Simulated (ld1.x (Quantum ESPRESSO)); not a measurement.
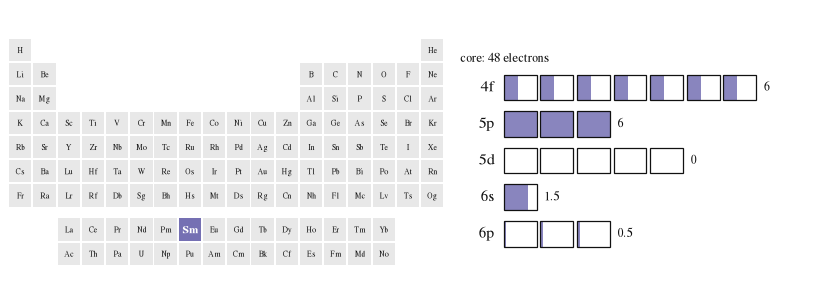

Left, the place of samarium in the periodic table; right, the valence shells of the reference configuration: a box for each of the 2l + 1 orbitals, shaded by the share of the shell that is filled, with the electron count at the right.

# Pseudopotential generation: Sm (part 1 of 2)

System: samarium (Sm, Z = 62), core [Kr] 4d10 5s2, reference valence 4f6 5p6 5d0 6s1.5 6p0.5, valence charge 14.
Method: TM potential, PBEsol, scalar-relativistic, made with ld1.x (Quantum ESPRESSO) 7.5.

## Summary

- outcome: generated; the pseudo-atom misses its reference levels by up to 0.27 eV (6p, which has no pseudo-wave of its own); ld1.x warns of wrong node counts
- reference test: the pseudo-atom misses its own reference levels by up to 0.27 eV
- cutoffs needed: 230 Ry and over 300 Ry (the cutoffs, on a coarse ladder, from which the occupation-weighted sum of valence levels, in a spherical-Bessel basis at the reference potential, stays within 10 and 1 mRy of its value at 400 Ry); ghost states and empty shells don't enter this sum
- ghost test: no ghost state below the valence levels in the p, d, f, s channels (spherical-Bessel basis up to 400 Ry, 20 bohr box)
- largest excitation error: +159 meV (all-electron minus pseudo) for 4f6 5p6 5d0 6s1 6p0, out of 7 test configurations
- range over which the phases arctan(r u′/u) at the test radius agree within 0.05 rad (a looser test near the poles than one of phase shifts): s: between about -3.2 and 1.3 Ry; p: up to about -0.5 Ry; d: up to about 0.8 Ry; f: up to about 0.2 Ry
- hardware: 1 CPU thread, shared host
- wall time: 4.1 s

## Remarks

ld1.x warns that it found 1 node in place of 0 for 4f. It picks states by counting nodes, so it can end on another state than the one meant. In the reference test the levels of these shells still match within 0.00002 Ry.

## The input
```
 &input
   title='Sm', zed=62., rel=1, dft='PBESOL', iswitch=3,
   config='[Xe] 4f6 5d0 6s1.5 6p0.5',
   nld=4, rlderiv=3.75, eminld=-4.0, emaxld=5.0, deld=0.02
 /
 &inputp
   pseudotype=2, tm=.true., lloc=0,
   nlcc=.true., new_core_ps=.true., rcore=1.36,
   file_pseudopw='Sm.UPF', file_wfcaegen='ae.wfc', file_wfcncgen='nc.wfc', file_beta='beta', file_chi='chi'
 /
4
5P  2  1   6.00   0.00  1.50  1.50  0.0
5D  3  2   0.00   0.00  3.45  3.45  0.0
4F  4  3   6.00   0.00  1.25  1.25  0.0
6S  1  0   1.50   0.00  3.40  3.40  0.0
 &test
   configts(1)='4f6 5p6 5d0 6s1.5 6p0.5'
 /
```

## Input of the test run
```
 &input
   title='Sm', zed=62., rel=1, dft='PBESOL', iswitch=2,
   config='[Xe] 4f6 5d0 6s1.5 6p0.5'
 /
 &test
   file_pseudo='Sm.UPF', nconf=8,
   configts(1)='4f6 5p6 5d0 6s1.5 6p0.5',
   configts(2)='4f6 5p6 5d0 6s2 6p0',
   configts(3)='4f6 5p6 5d0 6s1 6p0',
   configts(4)='4f6 5p6 5d0 6s0 6p0',
   configts(5)='4f6 5p6 5d1 6s1 6p0',
   configts(6)='4f6 5p6 5d1 6s0 6p0',
   configts(7)='4f6 5p6 5d0 6s1.5 6p0',
   configts(8)='4f6 5p6 5d0 6s1 6p1'
 /
```

Run as:
```bash
ld1.x < Sm.in > Sm.out
```

## Output
```
     Program LD1 v.7.5
     --------------------------- All-electron run ----------------------------

     Sm
     scalar relativistic calculation

     atomic number is 62.00
     dft =PBESOL   lsd =0 sic =0 latt =0  beta=0.20 tr2=1.0E-14
     Exchange-correlation= PBESOL
                           (   1   4  10   8   0   0   0)
     mesh =1259 r(mesh) =  99.27220 a.u. xmin = -7.00 dx = 0.01250
     1 Ry =  13.60569312 eV, c = 137.03599908

     n l     nl                  e(Ry)          e(Ha)          e(eV)
     1 0     1S 1( 2.00)     -3429.5091     -1714.7546    -46660.8488
     2 0     2S 1( 2.00)      -560.4766      -280.2383     -7625.6728
     2 1     2P 1( 6.00)      -500.0187      -250.0093     -6803.1007
     3 0     3S 1( 2.00)      -122.8180       -61.4090     -1671.0237
     3 1     3P 1( 6.00)      -103.9216       -51.9608     -1413.9258
     4 0     4S 1( 2.00)       -24.4249       -12.2125      -332.3182
     4 1     4P 1( 6.00)       -18.2150        -9.1075      -247.8270
     3 2     3D 1(10.00)       -78.3319       -39.1660     -1065.7603
     5 0     5S 1( 2.00)        -3.2323        -1.6162       -43.9783
     5 1     5P 1( 6.00)        -1.7579        -0.8789       -23.9174
     4 2     4D 1(10.00)        -9.5061        -4.7530      -129.3371
     4 3     4F 1( 6.00)        -0.2324        -0.1162        -3.1614
     5 2     5D 1( 0.00)        -0.1612        -0.0806        -2.1936
     6 0     6S 1( 1.50)        -0.2918        -0.1459        -3.9699
     6 1     6P 1( 0.50)        -0.1107        -0.0554        -1.5064

     final scf error:  6.8E-15 reached in  27 iterations

     Etot =  -20846.984132 Ry,  -10423.492066 Ha, -283637.668645 eV

     Ekin =   22284.128096 Ry,   11142.064048 Ha,  303191.008387 eV
     Encl =  -50756.680591 Ry,  -25378.340296 Ha, -690579.820064 eV
     Eh   =    8088.638303 Ry,    4044.319151 Ha,  110051.530530 eV
     Exc  =    -463.069940 Ry,    -231.534970 Ha,   -6300.387499 eV

     normalization and overlap integrals

     s(1S/1S) =  1.000000  <r> =   0.0227  <r2> =    0.0007  r(max) =   0.0144
     s(2S/2S) =  1.000000  <r> =   0.0970  <r2> =    0.0111  r(max) =   0.0819
     s(2P/2P) =  1.000000  <r> =   0.0855  <r2> =    0.0089  r(max) =   0.0662
     s(3S/3S) =  1.000000  <r> =   0.2550  <r2> =    0.0743  r(max) =   0.2341
     s(3P/3P) =  1.000000  <r> =   0.2534  <r2> =    0.0744  r(max) =   0.2283
     s(4S/4S) =  1.000000  <r> =   0.5793  <r2> =    0.3787  r(max) =   0.5408
     s(4P/4P) =  1.000000  <r> =   0.6134  <r2> =    0.4280  r(max) =   0.5615
     s(3D/3D) =  1.000000  <r> =   0.2310  <r2> =    0.0628  r(max) =   0.1869
     s(5S/5S) =  1.000000  <r> =   1.4092  <r2> =    2.2355  r(max) =   1.2654
     s(5P/5P) =  1.000000  <r> =   1.6591  <r2> =    3.1330  r(max) =   1.4339
     s(4D/4D) =  1.000000  <r> =   0.6709  <r2> =    0.5225  r(max) =   0.5903
     s(4F/4F) =  1.000000  <r> =   1.0151  <r2> =    1.4495  r(max) =   0.6129
     s(5D/5D) =  1.000000  <r> =   3.2164  <r2> =   12.9308  r(max) =   2.1391
     s(6S/6S) =  1.000000  <r> =   4.2635  <r2> =   20.6326  r(max) =   3.6160
     s(6P/6P) =  1.000000  <r> =   5.8811  <r2> =   39.6610  r(max) =   4.8811

     ------------------------ End of All-electron run ------------------------

     --------------------- Generating NC pseudopotential ---------------------

      Generating local pot.: lloc=0, matching radius rcloc =   3.4000

      Computing core charge for nlcc:

       r > 1.36 : true rho core
      Core charge pseudized with two Bessel functions
      Integrated core pseudo-charge :   8.63

      Wfc   5P  rcut= 1.489  Using Troullier-Martins method

      Wfc   5D  rcut= 3.483  Using Troullier-Martins method

      Wfc   4F  rcut= 1.250  Using Troullier-Martins method

     ------------------- End of pseudopotential generation -------------------

     --------------------------- All-electron run ----------------------------

     Sm
     scalar relativistic calculation

     atomic number is 62.00
     dft =PBESOL   lsd =0 sic =0 latt =0  beta=0.20 tr2=1.0E-14
     Exchange-correlation= PBESOL
                           (   1   4  10   8   0   0   0)
     mesh =1259 r(mesh) =  99.27220 a.u. xmin = -7.00 dx = 0.01250
     1 Ry =  13.60569312 eV, c = 137.03599908

     n l     nl                  e(Ry)          e(Ha)          e(eV)
     1 0     1S 1( 2.00)     -3429.5091     -1714.7546    -46660.8488
     2 0     2S 1( 2.00)      -560.4766      -280.2383     -7625.6728
     2 1     2P 1( 6.00)      -500.0187      -250.0093     -6803.1007
     3 0     3S 1( 2.00)      -122.8180       -61.4090     -1671.0237
     3 1     3P 1( 6.00)      -103.9216       -51.9608     -1413.9258
     4 0     4S 1( 2.00)       -24.4249       -12.2125      -332.3182
     4 1     4P 1( 6.00)       -18.2150        -9.1075      -247.8270
     3 2     3D 1(10.00)       -78.3319       -39.1660     -1065.7603
     5 0     5S 1( 2.00)        -3.2323        -1.6162       -43.9783
     5 1     5P 1( 6.00)        -1.7579        -0.8789       -23.9174
     4 2     4D 1(10.00)        -9.5061        -4.7530      -129.3371
     4 3     4F 1( 6.00)        -0.2324        -0.1162        -3.1614
     5 2     5D 1( 0.00)        -0.1612        -0.0806        -2.1936
     6 0     6S 1( 1.50)        -0.2918        -0.1459        -3.9699
     6 1     6P 1( 0.50)        -0.1107        -0.0554        -1.5064

     final scf error:  6.8E-15 reached in  27 iterations

     Etot =  -20846.984132 Ry,  -10423.492066 Ha, -283637.668645 eV

     Ekin =   22284.128096 Ry,   11142.064048 Ha,  303191.008387 eV
     Encl =  -50756.680591 Ry,  -25378.340296 Ha, -690579.820064 eV
     Eh   =    8088.638303 Ry,    4044.319151 Ha,  110051.530530 eV
     Exc  =    -463.069940 Ry,    -231.534970 Ha,   -6300.387499 eV

     normalization and overlap integrals

     s(1S/1S) =  1.000000  <r> =   0.0227  <r2> =    0.0007  r(max) =   0.0144
     s(2S/2S) =  1.000000  <r> =   0.0970  <r2> =    0.0111  r(max) =   0.0819
     s(2P/2P) =  1.000000  <r> =   0.0855  <r2> =    0.0089  r(max) =   0.0662
     s(3S/3S) =  1.000000  <r> =   0.2550  <r2> =    0.0743  r(max) =   0.2341
     s(3P/3P) =  1.000000  <r> =   0.2534  <r2> =    0.0744  r(max) =   0.2283
     s(4S/4S) =  1.000000  <r> =   0.5793  <r2> =    0.3787  r(max) =   0.5408
     s(4P/4P) =  1.000000  <r> =   0.6134  <r2> =    0.4280  r(max) =   0.5615
     s(3D/3D) =  1.000000  <r> =   0.2310  <r2> =    0.0628  r(max) =   0.1869
     s(5S/5S) =  1.000000  <r> =   1.4092  <r2> =    2.2355  r(max) =   1.2654
     s(5P/5P) =  1.000000  <r> =   1.6591  <r2> =    3.1330  r(max) =   1.4339
     s(4D/4D) =  1.000000  <r> =   0.6709  <r2> =    0.5225  r(max) =   0.5903
     s(4F/4F) =  1.000000  <r> =   1.0151  <r2> =    1.4495  r(max) =   0.6129
     s(5D/5D) =  1.000000  <r> =   3.2164  <r2> =   12.9308  r(max) =   2.1391
     s(6S/6S) =  1.000000  <r> =   4.2635  <r2> =   20.6326  r(max) =   3.6160
     s(6P/6P) =  1.000000  <r> =   5.8811  <r2> =   39.6610  r(max) =   4.8811

     ------------------------ End of All-electron run ------------------------

     Computing logarithmic derivative in   3.73085

       Warning: n=4, l=3 expected 0 nodes, found 1
       Setting wfc to zero for this iteration
       (This warning will only be printed once per wavefunction)

     Computing logarithmic derivative in   3.73085
     Computing the partial wave expansion
       no projector for channel:   0
     R is outside the sphere for l=    1 j= 0.00
     R is outside the sphere for l=    2 j= 0.00
     R is outside the sphere for l=    3 j= 0.00

     ---------------------- Testing the pseudopotential ----------------------

     Sm
     scalar relativistic calculation

     atomic number is 62.00   valence charge is 14.00
     dft =PBESOL   lsd =0 sic =0 latt =0  beta=0.20 tr2=1.0E-14
     mesh =1259 r(mesh) =  99.27220 xmin = -7.00 dx = 0.01250

     n l     nl             e AE (Ry)        e PS (Ry)    De AE-PS (Ry)
     4 3     4F   1( 6.00)       -0.23236       -0.23233       -0.00002
     2 1     5P   1( 6.00)       -1.75789       -1.75791        0.00001
     3 2     5D   1( 0.00)       -0.16123       -0.16123        0.00000
     1 0     6S   1( 1.50)       -0.29178       -0.29179        0.00000
     3 1     6P   1( 0.50)       -0.11072       -0.09111       -0.01960  !

     eps = 1.1E-15  iter = 12

     Etot =  -20846.984132 Ry,  -10423.492066 Ha, -283637.668645 eV
     Etotps =  -131.558019 Ry,     -65.779009 Ha,   -1789.938030 eV

     Ekin =     165.137522 Ry,      82.568761 Ha,    2246.810441 eV
     Encl =    -184.928681 Ry,     -92.464340 Ha,   -2516.082882 eV
     Ehrt =     109.442529 Ry,      54.721264 Ha,    1489.041458 eV
     Ecxc =     -32.772040 Ry,     -16.386020 Ha,    -445.886325 eV
     (Ecc =     -12.317079 Ry,      -6.158539 Ha,    -167.582395 eV)
     Epseu=    -188.437347 Ry,     -94.218674 Ha,   -2563.820723 eV

     ---------------------- End of pseudopotential test ----------------------
```

## Output of the test run (extracts)
```
     ---------------------- Testing the pseudopotential ----------------------

     Sm
     scalar relativistic calculation

     atomic number is 62.00   valence charge is 14.00
     dft =PBESOL   lsd =0 sic =0 latt =0  beta=0.20 tr2=1.0E-14
     mesh =1259 r(mesh) =  99.27220 xmin = -7.00 dx = 0.01250

     n l     nl             e AE (Ry)        e PS (Ry)    De AE-PS (Ry)
     4 3     4F   1( 6.00)       -0.23236       -0.23233       -0.00002
     2 1     5P   1( 6.00)       -1.75789       -1.75791        0.00001
     3 2     5D   1( 0.00)       -0.16123       -0.16123        0.00000
     1 0     6S   1( 1.50)       -0.29178       -0.29179        0.00000
     3 1     6P   1( 0.50)       -0.11072       -0.09111       -0.01960  !

     eps = 5.8E-16  iter = 12

     Etot =  -20846.984132 Ry,  -10423.492066 Ha, -283637.668645 eV
     Etotps =  -131.558018 Ry,     -65.779009 Ha,   -1789.938026 eV

     Ekin =     165.137522 Ry,      82.568761 Ha,    2246.810448 eV
     Encl =    -184.928681 Ry,     -92.464340 Ha,   -2516.082881 eV
     Ehrt =     109.442529 Ry,      54.721264 Ha,    1489.041458 eV
     Ecxc =     -32.772040 Ry,     -16.386020 Ha,    -445.886325 eV
     (Ecc =     -12.317079 Ry,      -6.158539 Ha,    -167.582395 eV)
     Epseu=    -188.437348 Ry,     -94.218674 Ha,   -2563.820726 eV

     ---------------------- End of pseudopotential test ----------------------

     ---------------------- Testing the pseudopotential ----------------------

     Sm
     scalar relativistic calculation

     atomic number is 62.00   valence charge is 14.00
     dft =PBESOL   lsd =0 sic =0 latt =0  beta=0.20 tr2=1.0E-14
     mesh =1259 r(mesh) =  99.27220 xmin = -7.00 dx = 0.01250

     n l     nl             e AE (Ry)        e PS (Ry)    De AE-PS (Ry)
     4 3     4F   1( 6.00)       -0.18435       -0.17593       -0.00843  !
     2 1     5P   1( 6.00)       -1.70850       -1.69788       -0.01063  !
     3 2     5D   1( 0.00)       -0.12488       -0.11615       -0.00873  !
     1 0     6S   1( 2.00)       -0.26463       -0.25798       -0.00664  !
     3 1     6P   1( 0.00)       -0.08758       -0.06644       -0.02114  !

     eps = 7.3E-15  iter = 17

     Etot =  -20847.073605 Ry,  -10423.536802 Ha, -283638.885978 eV
     Etotps =  -131.656087 Ry,     -65.828043 Ha,   -1791.272314 eV
     dEtot_ae =      -0.089472 Ry
     dEtot_ps =      -0.098068 Ry,   Delta E=       0.008596 Ry

     Ekin =     164.922356 Ry,      82.461178 Ha,    2243.882970 eV
     Encl =    -185.777514 Ry,     -92.888757 Ha,   -2527.631840 eV
     Ehrt =     110.224952 Ry,      55.112476 Ha,    1499.686869 eV
     Ecxc =     -32.814983 Ry,     -16.407491 Ha,    -446.470587 eV
     (Ecc =     -12.317079 Ry,      -6.158539 Ha,    -167.582395 eV)
     Epseu=    -188.210898 Ry,     -94.105449 Ha,   -2560.739727 eV

     ---------------------- End of pseudopotential test ----------------------

     ---------------------- Testing the pseudopotential ----------------------

     Sm
     scalar relativistic calculation

     atomic number is 62.00   valence charge is 14.00
     dft =PBESOL   lsd =0 sic =0 latt =0  beta=0.20 tr2=1.0E-14
     mesh =1259 r(mesh) =  99.27220 xmin = -7.00 dx = 0.01250

     n l     nl             e AE (Ry)        e PS (Ry)    De AE-PS (Ry)
     4 3     4F   1( 6.00)       -0.63325       -0.61800       -0.01524  !
     2 1     5P   1( 6.00)       -2.16131       -2.14815       -0.01316  !
     3 2     5D   1( 0.00)       -0.53032       -0.52288       -0.00744  !
     1 0     6S   1( 1.00)       -0.61850       -0.61935        0.00085
     3 1     6P   1( 0.00)       -0.38770       -0.36134       -0.02636  !

     eps = 7.7E-15  iter = 11

     Etot =  -20846.635299 Ry,  -10423.317650 Ha, -283632.922527 eV
     Etotps =  -131.220844 Ry,     -65.610422 Ha,   -1785.350538 eV
     dEtot_ae =       0.348833 Ry
     dEtot_ps =       0.337174 Ry,   Delta E=       0.011659 Ry

     Ekin =     165.293391 Ry,      82.646695 Ha,    2248.931148 eV
     Encl =    -179.486208 Ry,     -89.743104 Ha,   -2442.034270 eV
     Ehrt =     104.254238 Ry,      52.127119 Ha,    1418.451165 eV
     Ecxc =     -32.531679 Ry,     -16.265839 Ha,    -442.616040 eV
     (Ecc =     -12.317079 Ry,      -6.158539 Ha,    -167.582395 eV)
     Epseu=    -188.750585 Ry,     -94.375293 Ha,   -2568.082540 eV

     ---------------------- End of pseudopotential test ----------------------

     ---------------------- Testing the pseudopotential ----------------------

     Sm
     scalar relativistic calculation

     atomic number is 62.00   valence charge is 14.00
     dft =PBESOL   lsd =0 sic =0 latt =0  beta=0.20 tr2=1.0E-14
     mesh =1259 r(mesh) =  99.27220 xmin = -7.00 dx = 0.01250

     n l     nl             e AE (Ry)        e PS (Ry)    De AE-PS (Ry)
     4 3     4F   1( 6.00)       -1.15663       -1.12877       -0.02786  !
     2 1     5P   1( 6.00)       -2.68645       -2.66726       -0.01919  !
     3 2     5D   1( 0.00)       -0.99661       -0.98768       -0.00894  !
     1 0     6S   1( 0.00)       -1.00026       -1.01034        0.01008  !
     3 1     6P   1( 0.00)       -0.70976       -0.68668       -0.02308  !

     eps = 3.2E-15  iter =  7

     Etot =  -20845.827766 Ry,  -10422.913883 Ha, -283621.935477 eV
     Etotps =  -130.408160 Ry,     -65.204080 Ha,   -1774.293405 eV
     dEtot_ae =       1.156367 Ry
     dEtot_ps =       1.149858 Ry,   Delta E=       0.006508 Ry

     Ekin =     165.771916 Ry,      82.885958 Ha,    2255.441811 eV
     Encl =    -172.239578 Ry,     -86.119789 Ha,   -2343.438848 eV
     Ehrt =      97.807024 Ry,      48.903512 Ha,    1330.732354 eV
     Ecxc =     -32.247904 Ry,     -16.123952 Ha,    -438.755081 eV
     (Ecc =     -12.317079 Ry,      -6.158539 Ha,    -167.582395 eV)
     Epseu=    -189.499617 Ry,     -94.749809 Ha,   -2578.273642 eV

     ---------------------- End of pseudopotential test ----------------------

     ---------------------- Testing the pseudopotential ----------------------

     Sm
     scalar relativistic calculation

     atomic number is 62.00   valence charge is 14.00
     dft =PBESOL   lsd =0 sic =0 latt =0  beta=0.20 tr2=1.0E-14
     mesh =1259 r(mesh) =  99.27220 xmin = -7.00 dx = 0.01250

     n l     nl             e AE (Ry)        e PS (Ry)    De AE-PS (Ry)
     4 3     4F   1( 6.00)       -0.10958       -0.09620       -0.01338  !
     2 1     5P   1( 6.00)       -1.63224       -1.61953       -0.01270  !
     3 2     5D   1( 1.00)       -0.08346       -0.07767       -0.00579  !
     1 0     6S   1( 1.00)       -0.23776       -0.23548       -0.00227
     3 1     6P   1( 0.00)       -0.07632       -0.06151       -0.01481  !

     eps = 8.1E-15  iter = 15

     Etot =  -20846.925739 Ry,  -10423.462870 Ha, -283636.874164 eV
     Etotps =  -131.505255 Ry,     -65.752627 Ha,   -1789.220143 eV
     dEtot_ae =       0.058393 Ry
     dEtot_ps =       0.052763 Ry,   Delta E=       0.005630 Ry

     Ekin =     164.987572 Ry,      82.493786 Ha,    2244.770275 eV
     Encl =    -186.612422 Ry,     -93.306211 Ha,   -2538.991345 eV
     Ehrt =     111.257366 Ry,      55.628683 Ha,    1513.733573 eV
     Ecxc =     -32.909098 Ry,     -16.454549 Ha,    -447.751089 eV
     (Ecc =     -12.317079 Ry,      -6.158539 Ha,    -167.582395 eV)
     Epseu=    -188.228673 Ry,     -94.114336 Ha,   -2560.981557 eV

     ---------------------- End of pseudopotential test ----------------------
```

(Continued in part 2.)
